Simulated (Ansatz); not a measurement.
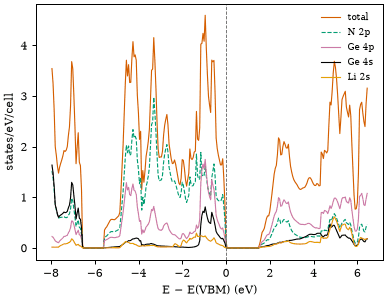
Figure: Total and projected density of states of LiGeN in space group P6_3mc (No. 186; Li on 2b, Ge on 2a, N on 2b), PBE in the plane-wave PAW code Ansatz

Q: Which orbitals carry the states next to the gap?

A: Top 1 eV of the valence band: N 2p 44 %, Ge 4p 32 %, Ge 4s 16 %. Bottom 1 eV of the conduction band: Ge 4p 44 %, N 2p 26 %, N 2s 8 %, Ge 4s 6 %, outside the projected shells 11 %. Projections are on Löwdin-orthogonalised atomic valence shells; empty p or d shells of many metals are not among them.

Q: Where is the tallest occupied peak in this window, and what makes it?

A: Near -1.0 eV, about 4.6 states/eV per cell; the largest projected share is Ge 4p.

The first step of the workflow began from a Materials Project structure, measured or hypothetical; the Crystallography Open Database copy checked does not list it. Whether it is the stable phase at ambient conditions was not checked. The PBE relaxation kept the symmetry of its start; whether a distortion lowers the energy is not shown. Scalar-relativistic: spin–orbit coupling is off unless named, which matters more the heavier the elements.

Potentials: the later of the program's two PAW sets.
